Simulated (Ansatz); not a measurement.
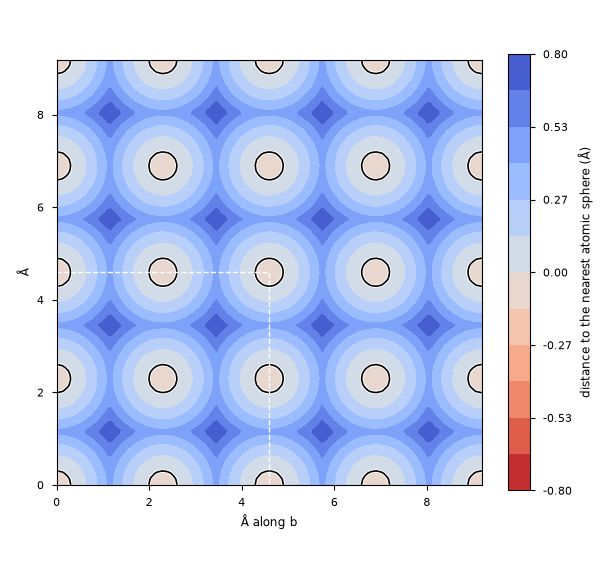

Map of the distance to the nearest atomic sphere in NaF (Fm-3m), computed on the section x = 0.250 (parallel to b and c; the dashed line is one cell). The black line marks the spheres' surfaces; positive values are empty space; unlabelled circles belong to atoms above or below the section.

The atoms' radii are Shannon crystal radii (six-coordinate where tabulated): Na 1.16 Å, F 1.19 Å.

The cell is taken from a calculation's input that goes back to an entry of the Crystallography Open Database (an earlier step may have relaxed or displaced it).

```xyz
8
Lattice="4.5945 0.0000 0.0000 0.0000 4.5945 0.0000 0.0000 0.0000 4.5945" Properties=species:S:1:pos:R:3 pbc="T T T"
Na    0.0000    0.0000    0.0000
F     2.2972    0.0000    0.0000
Na    0.0000    2.2972    2.2972
F     2.2972    2.2972    2.2972
Na    2.2972    0.0000    2.2972
F     0.0000    0.0000    2.2972
Na    2.2972    2.2972    0.0000
F     0.0000    2.2972    0.0000
```

### Where is the largest hole in this section, and how large is it?

At 0.250, 0.250, 0.250 (fractional), where the distance reaches 0.80 Å; it is enclosed by 4 F + 4 Na in a cubic arrangement. It is the largest hole of the crystal.

### How much of the crystal lies outside the spheres?

About 44 % of the cell's volume, and 94 % of this section's area.

### What can pass through?

The largest sphere that fits anywhere has a diameter of 1.60 Å; the largest that can travel through the crystal, about 0.9 Å.
